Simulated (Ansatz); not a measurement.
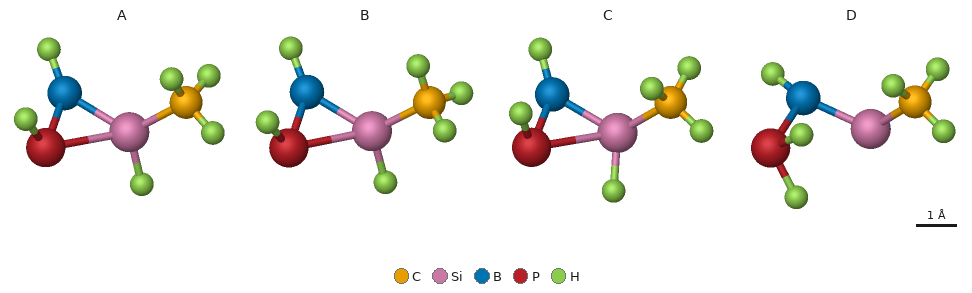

4 geometries from a converged minimum-energy path of CH6BPSi, shuffled. The picture is a ball-and-stick view, seen at a tilt.

The calculation used Ansatz 0.2.0, RKS r2SCAN-D4/def2-SVP. Settings: 7 movable images; climbing image; force threshold 0.05 eV/Å; iteration limit 60; starting path through a guess of the saddle point.

> Which frame is the top of the path?

D. In order along the path, whose images run from 0 to 8: B (image 0, 0.00 eV), A (image 1, +0.02 eV), C (image 2, +0.39 eV), D (image 5, +1.37 eV). A hydrogen atom shifts from one atom to another. Breaking: H–Si (1.49 → 3.24 Å). Forming: H–P (2.99 → 1.43 Å).
